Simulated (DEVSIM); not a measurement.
System: Schottky contact on n-type Si, at 300 K.

```
layer (left to right)  material  thickness (μm)  Nd (cm⁻³)  τn (s)  τp (s)
---------------------  --------  --------------  ---------  ------  ------
1                            Si            11.0     3.2e15  3.4e-6  3.4e-6
```

Left contact: Schottky, work function 4.56 eV, emission velocity 5.6e6 cm/s. Right contact: ohmic. Voltage is applied to the left contact. Recombination: SRH at mid-gap. Gap narrowing is on: ΔEg = 6.92 meV × (l + √(l² + 0.5)), l = ln(N/1.3e17 cm⁻³), shared equally by both band edges. Mobility is μmin + (μ − μmin)/(1 + (N/Nref)^α).

Constants are typed, rounded textbook-type inputs, not results; the design itself was drawn at random and stands for no fabricated device. Values at 300 K.

```
parameter           Si
-------------  -------
gap (eV)         1.124
affinity (eV)     4.05
permittivity      11.7
Nc (cm⁻³)      2.86e19
Nv (cm⁻³)       3.1e19
μn (cm²/Vs)       1417
μp (cm²/Vs)        470
μn,min              52
μp,min              45
Nref,n          9.7e16
Nref,p          2.2e17
αn                0.68
αp                0.72
```

DEVSIM, 1D drift-diffusion, Boltzmann statistics, complete ionisation; no tunnelling, impact ionisation, image-force lowering or self-heating. Metal contacts follow the ideal Schottky-Mott rule: no Fermi-level pinning, no interface dipoles.

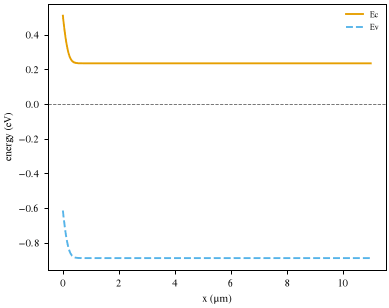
Band edges at zero bias

Energies count from the Fermi level of the right contact; mesh points crowd at the junctions.

| x (μm) | Ec (eV) | Ev (eV) | n (cm⁻³) | p (cm⁻³) | field (V/cm) |
|---|---|---|---|---|---|
| 0.000 | 0.510 | -0.614 | 7.8e10 | 1.5e9 | -16000 |
| 0.01515 | 0.487 | -0.637 | 1.9e11 | 6.2e8 | -15000 |
| 0.03729 | 0.455 | -0.669 | 6.6e11 | 1.8e8 | -14000 |
| 0.07587 | 0.405 | -0.719 | 4.5e12 | 2.6e7 | -12000 |
| 0.1598 | 0.322 | -0.801 | 1.1e14 | 1100000 | -7800 |
| 0.2754 | 0.261 | -0.863 | 1.2e15 | 100000 | -3100 |
| 0.4637 | 0.237 | -0.886 | 2.9e15 | 40000 | -310 |
| 0.8734 | 0.235 | -0.888 | 3.2e15 | 37000 | ≈ 0 |
| 1.438 | 0.235 | -0.888 | 3.2e15 | 37000 | ≈ 0 |
| 2.356 | 0.235 | -0.888 | 3.2e15 | 37000 | ≈ 0 |
| 3.698 | 0.235 | -0.888 | 3.2e15 | 37000 | ≈ 0 |
| 6.695 | 0.235 | -0.888 | 3.2e15 | 37000 | ≈ 0 |
| 8.256 | 0.235 | -0.888 | 3.2e15 | 37000 | ≈ 0 |
| 9.324 | 0.235 | -0.888 | 3.2e15 | 37000 | ≈ 0 |
| 10.14 | 0.235 | -0.888 | 3.2e15 | 37000 | ≈ 0 |
| 10.46 | 0.235 | -0.888 | 3.2e15 | 37000 | ≈ 0 |
| 10.68 | 0.235 | -0.888 | 3.2e15 | 37000 | ≈ 0 |
| 10.81 | 0.235 | -0.888 | 3.2e15 | 37000 | ≈ 0 |
| 10.91 | 0.235 | -0.888 | 3.2e15 | 37000 | ≈ 0 |
| 10.95 | 0.235 | -0.888 | 3.2e15 | 37000 | ≈ 0 |
| 10.98 | 0.235 | -0.888 | 3.2e15 | 37000 | ≈ 0 |
| 11.00 | 0.235 | -0.888 | 3.2e15 | 37000 | ≈ 0 |
